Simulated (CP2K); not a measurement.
# C3H7F (SMILES CC(C)F): PBE0/TZV2P-MOLOPT-PBE0-GTH (core potential)

Aim: the energy change on altering one bond length of C3H7F at PBE0/TZV2P-MOLOPT-PBE0-GTH (core potential), from 2 runs. 

The calculation is run with CP2K 2026.2.

1 further run of the same task is left out (set aside as unsound or not needed).

**1. The structure to begin with**

The species is C3H7F (11 atoms), meant as a singlet with charge 0. SMILES: `CC(C)F`. Geometry: relaxed at PBE0-D4/def2-TZVP.

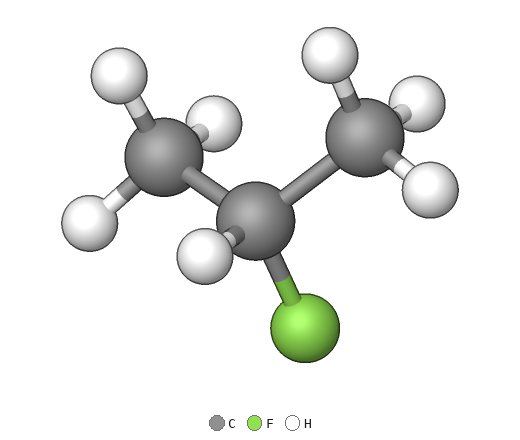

The structure, seen from a chosen angle (carbon grey, fluorine green, hydrogen white).

**2. The energy at PBE0/TZV2P-MOLOPT-PBE0-GTH (core potential)**

Input file qs.inp:

```
&global
  project qs
  run_type ENERGY
  print_level MEDIUM
&end global

&force_eval
  method QS
  &dft
    basis_set_file_name BASIS_MOLOPT_UZH
    basis_set_file_name BASIS_ADMM_UZH
    potential_file_name POTENTIAL_UZH
    charge 0
    multiplicity 1
    &qs
      method GPW
      eps_default 1.0E-10
    &end qs
    &mgrid
      cutoff 400
      rel_cutoff 50
      ngrids 4
    &end mgrid
    &poisson
      periodic NONE
      poisson_solver MULTIPOLE
    &end poisson
    &scf
      scf_guess ATOMIC
      eps_scf 1.0E-06
      max_scf 80
      added_mos 5
      &diagonalization
        algorithm STANDARD
      &end diagonalization
      &mixing
        method DIRECT_P_MIXING
        alpha 0.4
      &end mixing
    &end scf
    &xc
      &xc_functional
        &pbe
          scale_x 0.75
          scale_c 1.0
        &end pbe
      &end xc_functional
      &hf
        fraction 0.25
        &screening
          eps_schwarz 1.0E-09
          screen_on_initial_p F
        &end screening
        &interaction_potential
          potential_type COULOMB
        &end interaction_potential
        &memory
          max_memory 1050
        &end memory
      &end hf
    &end xc
    &auxiliary_density_matrix_method
      admm_type ADMMS
      exch_correction_func PBEX
    &end auxiliary_density_matrix_method
    &print
      &moments
        periodic F
        reference COM
        max_moment 1
      &end moments
      &mo ON
        energies T
        occupation_numbers T
        ndigits 6
        &each
          qs_scf 0
        &end each
        add_last NUMERIC
      &end mo
      &hirshfeld OFF
      &end hirshfeld
    &end print
  &end dft
  &subsys
    &cell
      abc [angstrom] 10 10.6 10.1
      periodic NONE
    &end cell
    &coord
      UNIT bohr
      C     -0.4431408     1.9749528    -1.3284775
      C     -0.9063126    -0.5793900    -0.1536347
      C      1.1837244    -1.4479082     1.5773544
      F     -1.1604808    -2.3477957    -2.0945724
      H     -1.9689056     2.4630690    -2.6267193
      H     -0.3412845     3.4281522     0.1341706
      H      1.3373592     1.9726851    -2.3734960
      H     -2.7147806    -0.5805239     0.8573687
      H      2.9829327    -1.4904270     0.5657840
      H      0.7885827    -3.3385791     2.2990408
      H      1.3658940    -0.1617606     3.1819208
    &end coord
    &topology
      &center_coordinates
      &end center_coordinates
    &end topology
    &kind C
      basis_set ORB TZV2P-MOLOPT-PBE0-GTH-q4
      basis_set AUX_FIT admm-tzp-q4
      potential GTH-PBE0-q4
    &end kind
    &kind F
      basis_set ORB TZV2P-MOLOPT-PBE0-GTH-q7
      basis_set AUX_FIT admm-tzp-q7
      potential GTH-PBE0-q7
    &end kind
    &kind H
      basis_set ORB TZV2P-MOLOPT-PBE0-GTH-q1
      basis_set AUX_FIT admm-tzp-q1
      potential GTH-PBE0-q1
    &end kind
  &end subsys
&end force_eval
```

Run with:

```console
$ OMP_NUM_THREADS=1 cp2k.psmp -i qs.inp -o qs.out
```

The program printed:

```text
CP2K| version string:                                       CP2K version 2026.2
[...]
 GLOBAL| Method name                                                        CP2K
[...]
 GLOBAL| Run type                                                         ENERGY
[...]
 DFT| Spin restricted Kohn-Sham (RKS) calculation                            RKS
 DFT| Multiplicity                                                             1
[...]
 DFT| Charge                                                                   0
[...]
 FUNCTIONAL| PBE:
 QS| Method:                                                                 GPW
[...]
 QS| Density cutoff [a.u.]:                                                200.0
[...]
 QS| Relative density cutoff [a.u.]:                                        25.0
[...]
                             - Atoms:                                         11
[...]
                             - Spherical basis functions:                    214
[...]
 Number of electrons:                                                         26
[...]
     1 P_Mix/Diag. 0.40E+00    5.0     2.99584548       -41.6684766374 -4.17E+01
[...]
    14 DIIS/Diag.  0.20E-05    2.9     0.00000081       -45.4587056784 -4.43E-10
  *** SCF run converged in    14 steps ***
[...]
  Overlap energy of the core charge distribution:               0.00000234401875
  Self energy of the core charge distribution:               -115.25103318031842
  Core Hamiltonian energy:                                     34.24079763967453
  Hartree energy:                                              47.98887787900033
  Exchange-correlation energy:                                 -9.56872112160664
  Hartree-Fock Exchange energy:                                -2.86862923914163
  Total energy:                                               -45.45870567837308
[...]
                     Mulliken Population Analysis
 #  Atom  Element  Kind  Atomic population                           Net charge
       1     C        1          4.144926                             -0.144926
       2     C        1          3.799559                              0.200441
       3     C        1          4.145076                             -0.145076
       4     F        2          7.313433                             -0.313433
       5     H        3          0.934276                              0.065724
       6     H        3          0.947028                              0.052972
       7     H        3          0.944362                              0.055638
       8     H        3          0.945832                              0.054168
       9     H        3          0.944257                              0.055743
      10     H        3          0.934411                              0.065589
      11     H        3          0.946840                              0.053160
 # Total charge                             26.000000                  0.000000
[...]
  Dipole moment [Debye]
    X=  0.3099590E+00 Y=  0.1343944E+01 Z=  0.1408729E+01  Total=      1.9714914
 ENERGY| Total FORCE_EVAL ( QS ) energy [hartree]            -45.458705678373079
[...]
```

Run time: 45 s. Hardware: 1 thread of Arm Neoverse V1, shared host; peak memory 1 GiB.

**3. The distorted shape**

Input file job.inp:

```
&GLOBAL
   PROJECT job
   RUN_TYPE ENERGY
   PRINT_LEVEL MEDIUM
&END GLOBAL

&FORCE_EVAL
   METHOD QUICKSTEP
   &DFT
      BASIS_SET_FILE_NAME BASIS_MOLOPT_UZH
      BASIS_SET_FILE_NAME BASIS_ADMM_UZH
      POTENTIAL_FILE_NAME POTENTIAL_UZH
      &QS
         METHOD GPW
         EPS_DEFAULT 1.0E-10
      &END QS
      &MGRID
         CUTOFF 400
         REL_CUTOFF 50
         NGRIDS 4
      &END MGRID
      &POISSON
         PERIODIC NONE
         POISSON_SOLVER MULTIPOLE
      &END POISSON
      &SCF
         SCF_GUESS ATOMIC
         EPS_SCF 1.0E-06
         MAX_SCF 100
         ADDED_MOS 10
         &DIAGONALIZATION
            ALGORITHM STANDARD
         &END DIAGONALIZATION
         &MIXING
            METHOD DIRECT_P_MIXING
            ALPHA 0.4
         &END MIXING
      &END SCF
      &XC
         &XC_FUNCTIONAL
            &PBE
               SCALE_X 0.75
               SCALE_C 1.0
            &END PBE
         &END XC_FUNCTIONAL
         &HF
            FRACTION 0.25
            &SCREENING
               EPS_SCHWARZ 1.0E-09
            &END SCREENING
            &MEMORY
               MAX_MEMORY 1050
            &END MEMORY
         &END HF
      &END XC
      &AUXILIARY_DENSITY_MATRIX_METHOD
         ADMM_TYPE ADMMS
         EXCH_CORRECTION_FUNC PBEX
      &END AUXILIARY_DENSITY_MATRIX_METHOD
      &PRINT
         &MOMENTS
            PERIODIC F
            REFERENCE COM
            MAX_MOMENT 1
         &END MOMENTS
         &MO ON
            ENERGIES T
            OCCUPATION_NUMBERS T
            NDIGITS 6
            &EACH
               QS_SCF 0
            &END EACH
            ADD_LAST NUMERIC
         &END MO
         &HIRSHFELD OFF
         &END HIRSHFELD
      &END PRINT
   &END DFT
   &SUBSYS
      &CELL
         ABC 10 10.6 10.1
         PERIODIC NONE
      &END CELL
      &COORD
         C      4.694550     6.321400     4.200100
         C      4.449450     4.969700     4.821800
         C      5.555450     4.510100     5.737800
         F      4.314950     4.033900     3.794700
         H      3.887150     6.579700     3.513100
         H      4.748450     7.090400     4.974100
         H      5.778104     6.320020     3.564136
         H      3.492450     4.969100     5.356800
         H      6.507550     4.487600     5.202500
         H      5.346350     3.509600     6.119700
         H      5.651850     5.190700     6.586900
      &END COORD
      &KIND C
         BASIS_SET ORB TZV2P-MOLOPT-PBE0-GTH-q4
         BASIS_SET AUX_FIT admm-tzp-q4
         POTENTIAL GTH-PBE0-q4
      &END KIND
      &KIND F
         BASIS_SET ORB TZV2P-MOLOPT-PBE0-GTH-q7
         BASIS_SET AUX_FIT admm-tzp-q7
         POTENTIAL GTH-PBE0-q7
      &END KIND
      &KIND H
         BASIS_SET ORB TZV2P-MOLOPT-PBE0-GTH-q1
         BASIS_SET AUX_FIT admm-tzp-q1
         POTENTIAL GTH-PBE0-q1
      &END KIND
   &END SUBSYS
&END FORCE_EVAL
```

Run with:

```console
$ OMP_NUM_THREADS=1 cp2k.psmp -i job.inp -o job.out
```

The program printed, cut to the lines that bear on the results:

```text
CP2K| version string:                                       CP2K version 2026.2
[...]
 GLOBAL| Method name                                                        CP2K
[...]
 GLOBAL| Run type                                                         ENERGY
[...]
 DFT| Spin restricted Kohn-Sham (RKS) calculation                            RKS
 DFT| Multiplicity                                                             1
[...]
 DFT| Charge                                                                   0
[...]
 FUNCTIONAL| PBE:
 QS| Method:                                                                 GPW
[...]
 QS| Density cutoff [a.u.]:                                                200.0
[...]
 QS| Relative density cutoff [a.u.]:                                        25.0
[...]
                             - Atoms:                                         11
[...]
                             - Spherical basis functions:                    214
[...]
 Number of electrons:                                                         26
[...]
     1 P_Mix/Diag. 0.40E+00    5.0     3.18858821       -41.6335654235 -4.16E+01
[...]
    15 DIIS/Diag.  0.83E-06    2.9     0.00000076       -45.4462685748 -6.06E-12
  *** SCF run converged in    15 steps ***
[...]
  Overlap energy of the core charge distribution:               0.00000201633838
  Self energy of the core charge distribution:               -115.25103318031842
  Core Hamiltonian energy:                                     34.09291723422341
  Hartree energy:                                              48.09666388268560
  Exchange-correlation energy:                                 -9.53009153620798
  Hartree-Fock Exchange energy:                                -2.85472699150010
  Total energy:                                               -45.44626857477908
[...]
                     Mulliken Population Analysis
 #  Atom  Element  Kind  Atomic population                           Net charge
       1     C        1          4.162367                             -0.162367
       2     C        1          3.796217                              0.203783
       3     C        1          4.143821                             -0.143821
[...]
  Dipole moment [Debye]
    X=  0.2271614E+00 Y=  0.1317801E+01 Z=  0.1464341E+01  Total=      1.9830528
 ENERGY| Total FORCE_EVAL ( QS ) energy [hartree]            -45.446268574779083
[...]
```

It took 48 s on 1 thread of Arm Neoverse V1, shared host; peak memory 1 GiB.

**4. What came out**

Level: PBE0/TZV2P-MOLOPT-PBE0-GTH (core potential).

```
                                                         quantity         value
                                        first shape: total energy  -45.45871 Eh
                                       first shape: dipole moment        1.97 D
                                         first shape: HOMO energy      -9.14 eV
                                         first shape: LUMO energy       2.70 eV
                                       first shape: HOMO–LUMO gap      11.84 eV
                                    distorted shape: total energy  -45.44627 Eh
                                   distorted shape: dipole moment        1.98 D
                                     distorted shape: HOMO energy      -9.11 eV
                                     distorted shape: LUMO energy       2.68 eV
                                   distorted shape: HOMO–LUMO gap      11.79 eV
energy change with the C1–H7 bond stretched from 1.092 to 1.256 Å      0.338 eV
```

**Reading.** With the C1–H7 bond stretched from 1.092 to 1.256 Å the energy rises by 0.34 eV (7.8 kcal/mol).
